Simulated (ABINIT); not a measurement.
# CsGeCl3 (R3m): G0W0 with ABINIT, start to end

Wanted: ground state, empty states, screening and self-energy for CsGeCl3 (R3m).

Main program and level: ABINIT 10.8.3; LDA and many-body steps on it, plane waves.

**1. The starting structure**

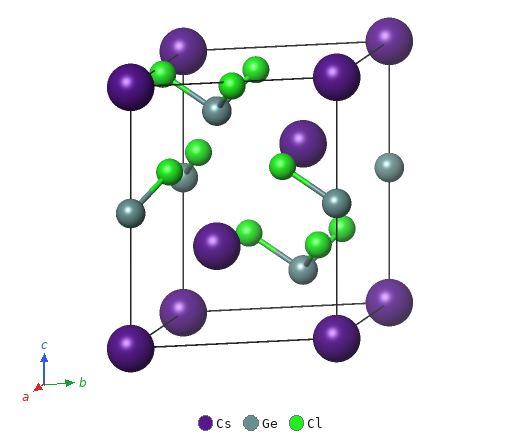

Start, viewed slightly off an axis; caesium purple, germanium teal, chlorine green. This picture shows the conventional cell, with its axes. Bonds to atoms that aren't drawn are left out. Some periodic images of atoms are drawn too.

The cell and positions are those that the Materials Project relaxed with its own functionals (PBE, PBE+U or r2SCAN), kept fixed. Spin-orbit coupling is left out unless a step names it.

**2. Ground state**

This step: ABINIT 10.8.3; DFT, LDA, plane waves, norm-conserving pseudopotentials.

The ground-state density comes first.

File run.abi:

```
acell 3*1.0 Angstrom
rprim 
  3.846816390705 2.220960478697 3.178300533600
  -3.846816390705 2.220960478697 3.178300533600
  -0.000000000000 -4.441920957394 3.178300533600
ntypat 3
znucl 55 32 17
natom 5
typat 1 2 3 3 3
xred 
  0.998403350000 0.998403350000 0.998403350000
  0.515533150000 0.515533150000 0.515533150000
  0.496712670000 0.496712670000 0.948638170000
  0.496712670000 0.948638170000 0.496712670000
  0.948638170000 0.496712670000 0.496712670000
pp_dirpath "pseudos"
pseudos "Cs.upf, Ge.upf, Cl.upf"
ecut 56
ngkpt 4 4 4
nshiftk 1
shiftk 0 0 0
kptopt 1
chksymbreak 0
nband 32
occopt 1
tolvrs 1e-08
nstep 60
prtwf 0
optforces 0
optstress 0
indata_prefix "in"
outdata_prefix "out"
tmpdata_prefix "tmp"
```

The run is started by

```bash
$ OMP_NUM_THREADS=1 mpirun -n 4 abinit run.abi > log
```

Numbers of over 12 decimals in the logs are rounded to 6 here.

Output:

```text
.Version 10.8.3 of ABINIT. v10.8.2 released Aug 2026.

 Symmetries : space group R3 m (#160); Bravais hR (rhombohedral)
================================================================================
 Values of the parameters that define the memory need of the present run
     intxc =       0    ionmov =       0      iscf =       7    lmnmax =       8
     lnmax =       8     mgfft =      72  mpssoang =       4    mqgrid =    3477
     natom =       5  nloc_mem =       1    nspden =       1   nspinor =       1
    nsppol =       1      nsym =       6    n1xccc =    2501    ntypat =       3
    occopt =       1   xclevel =       1
-    mband =          32        mffmem =           1         mkmem =           4
       mpw =       22022          nfft =      373248          nkpt =          13
================================================================================
  Rough estimation (10% accuracy) of disk space for files :
================================================================================

--------------------------------------------------------------------------------
------------- Echo of variables that govern the present computation ------------
--------------------------------------------------------------------------------
 -outvars: echo values of preprocessed input variables --------
            acell      1.8897261259E+00  1.8897261259E+00  1.8897261259E+00 Bohr

      chksymbreak           0
             ecut      5.60000000E+01 Hartree
-          fftalg         312

              ixc       -1012
              kpt      0.00000000E+00  0.00000000E+00  0.00000000E+00
                       2.50000000E-01  0.00000000E+00  0.00000000E+00
                       5.00000000E-01  0.00000000E+00  0.00000000E+00
                       2.50000000E-01  2.50000000E-01  0.00000000E+00
                       5.00000000E-01  2.50000000E-01  0.00000000E+00
                      -2.50000000E-01  2.50000000E-01  0.00000000E+00
                       5.00000000E-01  5.00000000E-01  0.00000000E+00
                       2.50000000E-01  2.50000000E-01  2.50000000E-01
                       5.00000000E-01  2.50000000E-01  2.50000000E-01
                      -2.50000000E-01  2.50000000E-01  2.50000000E-01
                       5.00000000E-01  5.00000000E-01  2.50000000E-01
[...]
kptrlatt        4    0    0      0    4    0      0    0    4
          kptrlen      4.12859144E+01
P           mkmem           4
            natom           5
            nband          32
            ngfft          72      72      72
             nkpt          13
            nstep          60
             nsym           6
           ntypat           3
              occ      2.000000  2.000000  2.000000  2.000000  2.000000  2.000000
                       2.000000  2.000000  2.000000  2.000000  2.000000  2.000000
                       2.000000  2.000000  2.000000  2.000000  2.000000  2.000000
                       2.000000  2.000000  2.000000  2.000000  2.000000  2.000000
                       2.000000  2.000000  0.000000  0.000000  0.000000  0.000000
                       0.000000  0.000000
        optforces           0
        optstress           0
            prtwf           0
            rprim      3.8468163907E+00  2.2209604787E+00  3.1783005336E+00
[...]
spgroup         160

           tolvrs      1.00000000E-08

             xred      9.9840335000E-01  9.9840335000E-01  9.9840335000E-01
[...]
znucl       55.00000   32.00000   17.00000

================================================================================

 chkinp: Checking input parameters for consistency.

================================================================================
== DATASET  1 ==================================================================
-   mpi_nproc: 4, omp_nthreads: 1 (-1 if OMP is not activated)

--- !DatasetInfo
iteration_state: {dtset: 1, }
dimensions: {natom: 5, nkpt: 13, mband: 32, nsppol: 1, nspinor: 1, nspden: 1, mpw: 22022, }
cutoff_energies: {ecut:  56.0, pawecutdg:  -1.0, }
electrons: {nelect:   5.20000000E+01, charge:   0.00000000E+00, occopt:   1.00000000E+00, tsmear:   1.00000000E-02, }

 Real(R)+Recip(G) space primitive vectors, cartesian coordinates (Bohr,Bohr^-1):
 R(1)=  7.2694294  4.1970070  6.0061176  G(1)=  0.0687812  0.0397108  0.0554990
 R(2)= -7.2694294  4.1970070  6.0061176  G(2)= -0.0687812  0.0397108  0.0554990
 R(3)=  0.0000000 -8.3940141  6.0061176  G(3)=  0.0000000 -0.0794217  0.0554990
 Unit cell volume ucvol=  1.0994743E+03 bohr^3
 Angles (23,13,12)=  8.95462282E+01  8.95462282E+01  8.95462282E+01 degrees

 getcut: wavevector=  0.0000  0.0000  0.0000  ngfft=  72  72  72
         ecut(hartree)=     56.000   => boxcut(ratio)=   2.07090

--- Pseudopotential description ------------------------------------------------
- Cs Generated using ONCVPSP code by D. R. Hamann
- 55.00000   9.00000  201201                  znucl, zion, pspdat
12 -1012 3 -1 2328                            pspcod,pspxc,lmax,lloc,mmax
     nproj     2     2     2     2
  pspatm : epsatm=   21.68725381
         --- l  ekb(1:nproj) -->
[...]
pspatm: atomic psp has been read  and splines computed

- Ge Generated using ONCVPSP code by D. R. Hamann
- 32.00000  22.00000  201201                  znucl, zion, pspdat
12 -1012 2 -1 1524                            pspcod,pspxc,lmax,lloc,mmax
     nproj     2     2     2     0
  pspatm : epsatm=   22.63792625
         --- l  ekb(1:nproj) -->
[...]
pspatm: atomic psp has been read  and splines computed

- Cl Generated using ONCVPSP code by D. R. Hamann
- 17.00000   7.00000  180309                  znucl, zion, pspdat
12 -1012 2 -1 1016                            pspcod,pspxc,lmax,lloc,mmax
     nproj     2     2     2     0
  pspatm : epsatm=    8.88507506
         --- l  ekb(1:nproj) -->
[...]
pspatm: atomic psp has been read  and splines computed

   3.69098107E+03                                ecore*ucvol(ha*bohr**3)
--------------------------------------------------------------------------------

_setup2: Arith. and geom. avg. npw (full set) are   22005.797   22005.792

================================================================================

--- !BeginCycle
iteration_state: {dtset: 1, }
solver: {iscf: 7, nstep: 60, nline: 4, wfoptalg: 0, }
tolerances: {tolvrs: 1.00E-08, }

     iter   Etot(hartree)      deltaE(h)  residm     vres2
 ETOT  1  -346.58757703577    -3.466E+02 7.487E-01 1.296E+04
 ETOT  2  -350.05068106251    -3.463E+00 7.253E-02 2.125E+04
 ETOT  3  -352.09636133415    -2.046E+00 2.292E-02 2.404E+03
 ETOT  4  -352.19794956111    -1.016E-01 1.144E-02 1.559E+03
 ETOT  5  -352.28680674605    -8.886E-02 1.210E-03 5.763E+02
 ETOT  6  -352.31205484195    -2.525E-02 2.829E-03 2.739E+02
 ETOT  7  -352.33135855306    -1.930E-02 2.152E-03 2.933E+01
 ETOT  8  -352.33343579133    -2.077E-03 1.104E-03 1.773E+00
 ETOT  9  -352.33356807167    -1.323E-04 2.420E-04 4.910E-02
 ETOT 10  -352.33357261829    -4.547E-06 1.342E-04 1.193E-04
 ETOT 11  -352.33357264590    -2.761E-08 4.881E-05 1.355E-05
 ETOT 12  -352.33357264746    -1.555E-09 7.703E-05 1.283E-06
 ETOT 13  -352.33357264757    -1.123E-10 2.707E-05 3.106E-07
 ETOT 14  -352.33357264754     3.246E-11 4.123E-05 3.429E-08
 ETOT 15  -352.33357264755    -1.546E-11 1.462E-05 1.171E-09

 At SCF step   15       vres2   =  1.17E-09 < tolvrs=  1.00E-08 =>converged.

--- !ResultsGS
iteration_state: {dtset: 1, }
comment   : Summary of ground state results
lattice_vectors:
- [  7.2694294,   4.1970070,   6.0061176, ]
- [ -7.2694294,   4.1970070,   6.0061176, ]
- [ -0.0000000,  -8.3940141,   6.0061176, ]
lattice_lengths: [  10.32148,   10.32148,   10.32148, ]
lattice_angles: [ 89.546,  89.546,  89.546, ] # degrees, (23, 13, 12)
lattice_volume:   1.0994743E+03
convergence: {deltae: -1.546E-11, res2:  1.171E-09, residm:  1.462E-05, diffor:  0.000E+00, }
etotal    :  -3.52333573E+02
entropy   :   0.00000000E+00
fermie    :   7.19807518E-02
cartesian_stress_tensor: null
pressure_GPa: null
xred      :
- [  9.9840E-01,   9.9840E-01,   9.9840E-01, Cs]
- [  5.1553E-01,   5.1553E-01,   5.1553E-01, Ge]
- [  4.9671E-01,   4.9671E-01,   9.4864E-01, Cl]
- [  4.9671E-01,   9.4864E-01,   4.9671E-01, Cl]
- [  9.4864E-01,   4.9671E-01,   4.9671E-01, Cl]
cartesian_forces: null
force_length_stats: {min: null, max: null, mean: null, }

 Integrated electronic density in atomic spheres:
 ------------------------------------------------
 Atom  Sphere_radius  Integrated_density
[...]
================================================================================

 ----iterations are completed or convergence reached----

 Mean square residual over all n,k,spin=   81.697E-09; max=  14.623E-06
 reduced coordinates (array xred) for    5 atoms
       0.998403350000      0.998403350000      0.998403350000
       0.515533150000      0.515533150000      0.515533150000
       0.496712670000      0.496712670000      0.948638170000
       0.496712670000      0.948638170000      0.496712670000
       0.948638170000      0.496712670000      0.496712670000
 rms dE/dt=  0.0000E+00; max dE/dt=  0.0000E+00; dE/dt below (all hartree)
    1       0.000000000000      0.000000000000      0.000000000000
    2       0.000000000000      0.000000000000      0.000000000000
    3       0.000000000000      0.000000000000      0.000000000000
    4       0.000000000000      0.000000000000      0.000000000000
    5       0.000000000000      0.000000000000      0.000000000000

 cartesian coordinates (angstrom) at end:
    1      0.000000     0.000000     9.519678
    2     -0.000000     0.000000     4.915558
    3     -0.000000    -2.007417     6.172461
    4     -1.738474     1.003709     6.172461
    5      1.738474     1.003709     6.172461
 length scales=  1.889726125908  1.889726125908  1.889726125908 bohr
              =  1.000000000000  1.000000000000  1.000000000000 angstroms
 prteigrs : about to open file out_EIG
 Fermi (or HOMO) energy (hartree) =   0.07198   Average Vxc (hartree)=  -0.31317
 Eigenvalues (hartree) for nkpt=  13  k points:
 kpt#   1, nband= 32, wtk=  0.01563, kpt=  0.0000  0.0000  0.0000 (reduced coord)
  -5.91010   -3.98668   -3.98668   -3.98531   -0.83432   -0.83432   -0.83292   -0.83292
  -0.83209   -0.70671   -0.49768   -0.46637   -0.46637   -0.22011   -0.21994   -0.21994
  -0.19166   -0.11039   -0.11039   -0.07877   -0.02980   -0.02980   -0.02316   -0.01935
  -0.01935   -0.01249    0.19037    0.22266    0.22266    0.24897    0.25604    0.25604
 prteigrs : prtvol=0 or 1, do not print more k-points.

--- !EnergyTerms
iteration_state     : {dtset: 1, }
comment             : Components of total free energy in Hartree
kinetic             :  1.55265087897587E+02
hartree             :  1.71757401403163E+02
xc                  : -4.72943812328144E+01
Ewald energy        : -1.32965180889418E+02
psp_core            :  3.35704154996994E+00
local_psp           : -4.40977514499584E+02
non_local_psp       : -6.14760268764532E+01
total_energy        : -3.52333572647551E+02
total_energy_eV     : -9.58748493273892E+03
band_energy         : -5.08413983604801E+01

== END DATASET(S) ==============================================================
================================================================================

 -outvars: echo values of variables after computation  --------
           etotal     -3.5233357265E+02
            nband          32
             nkpt          13
          spgroup         160
 [... the other variables as echoed above ...]

 Calculation completed.
```

Run time: 2.7 min. Hardware: 4 MPI ranks of Intel Xeon Platinum 8488C (Sapphire Rapids), shared host; peak memory 0.77 GiB; 11 min of CPU time.

This step gave:

```
total energy               : -9587.4849 eV
gap                        : 1.977 eV
k of the valence top       : 0.5, 0.5, 0.5
k of the conduction bottom : 0.5, 0.5, 0.5
least direct gap           : 1.977 eV
```

The gap is direct, at (0.500, 0.500, 0.500).

[end of part 1 of 3]

[Paths, hosts, dates, memory and timing lines, banners, echoed tables and standing remarks are left out of the program output.]

[Logs are printed without paths, hosts, clocks, repeated set-up lines and the standing remarks that a program may print on its own settings, such as how far it seeks lower states.]

[Runs of the session that timed out or met a known fault of the program may be left out.]

[Hosts, paths, dates, database ids (printed as entryN), source tags and the programs' standing remarks are cut or masked in the printed files.]

[G0W0 gaps are taken among the corrected bands and points alone; a level outside them can change the order at an edge.]

[Where Ansatz stands beside ABINIT at settings called matched, ABINIT's density can come from a denser mesh and the files from another edition; pairs whose starting gaps differed by over 0.03 eV were left out, so agreement reads better than it is.]
